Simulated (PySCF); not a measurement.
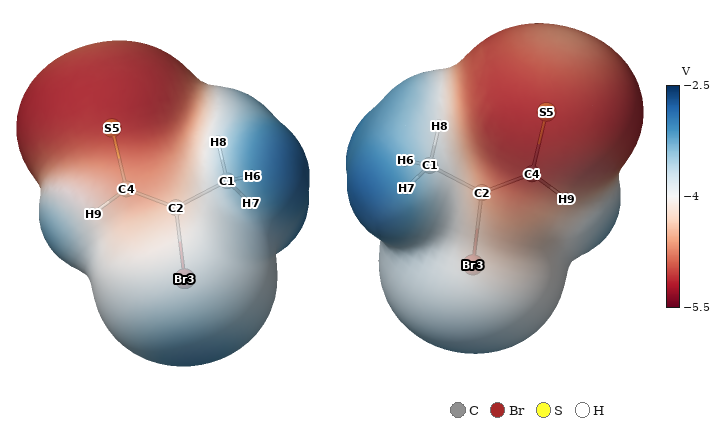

C3H4BrS, charge −1, SMILES `C/C(Br)=C\[S-]`. Electrostatic potential on the surface of electron density 0.001 a.u. (back view left, front view right).

Computed with PySCF, TPSSh/def2-SVPD, geometry: GFN2-xTB. No frequency check shows the geometry to be a minimum. GFN2-xTB bond lengths at metals and heavier atoms can be off by up to 0.1 Å and shapes distorted, which carries into these values.

Question: Where are the extremes of the potential on the surface?

Answer: Highest: −2.78 V, 1.4 Å from H7, and at like points elsewhere. Further maxima include −3.28 V, 1.4 Å from H9; −4.62 V, 2.1 Å from S5. Lowest: −5.16 V, 2.4 Å from S5. The surface is sampled at points, so like sites can differ by a few per cent and only the strongest of them is named.

Cost of the run: 47 s on 1 thread of Arm Neoverse V2 (shared host), peak memory 0.7 GiB.
